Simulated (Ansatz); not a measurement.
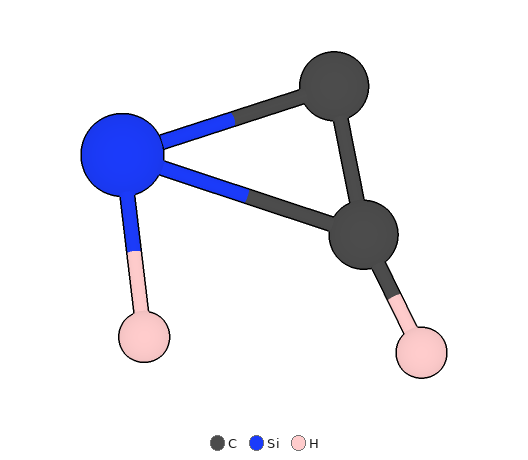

Ball-and-stick drawing of a structure.

Count the atoms of each element.

C2H2Si, 5 atoms: 2 carbon, 2 hydrogen and 1 silicon.

How many sets of symmetry-equivalent atoms are there?

5: 1 C, 1 Si, 1 C, 1 H, 1 H.

What is the point group of this geometry?

Cs.

How many bonds of each kind are drawn?

2 C–Si, 1 C–H, 1 Si–H, 1 C–C. Sticks follow a distance rule.

More results for the same structure follow; atom numbers are the same in all pictures, views and colours differ. The computed structure is the end point of a PBE0-D4/def2-TZVP optimisation. No frequency run is at hand to confirm it as a minimum.

### Electronic properties

No frequency run is at hand to confirm it as a minimum. Level of theory: RKS PBE0-D4/def2-TZVPP (Ansatz 0.2.0).

What does the calculation give?

- HOMO energy (Kohn–Sham orbital): −6.77 eV
- LUMO energy (Kohn–Sham orbital): −2.52 eV
- HOMO–LUMO gap: 4.25 eV

### Dipole moment

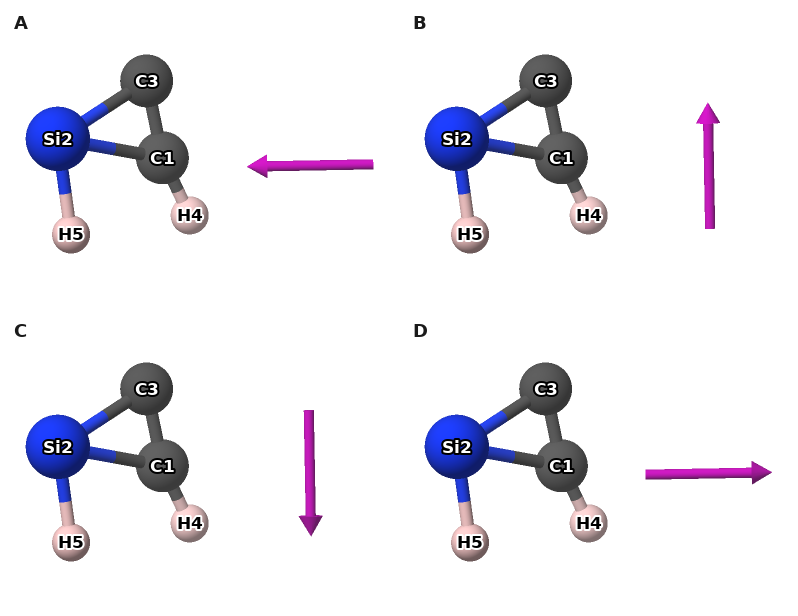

The same molecule four times, each with an arrow. No frequency run is at hand to confirm it as a minimum. Method: RKS PBE0-D4/def2-TZVP (Ansatz 0.2.0).

Which arrow points along the dipole moment, from the negative to the positive end?

C. The dipole moment is 2.47 D; it points from the side of C3 to the side of H5 (the outermost atoms at the two ends).

### Charges

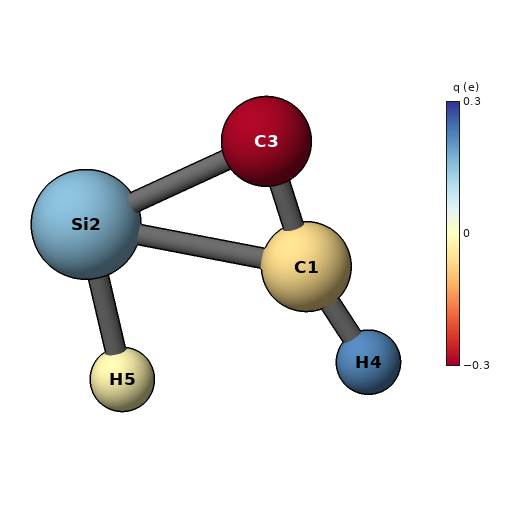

Atoms are coloured by their Mulliken charges. No frequency run is at hand to confirm it as a minimum. Level of theory: RKS PBE0-D4/def2-TZVP (Ansatz 0.2.0).

List the Mulliken charges.

| atom | value (e) |
| --- | --- |
| C1 | −0.06 |
| Si2 | 0.16 |
| C3 | −0.29 |
| H4 | 0.22 |
| H5 | −0.02 |

Mulliken values depend strongly on the basis set and can even reverse the polarity of a bond.
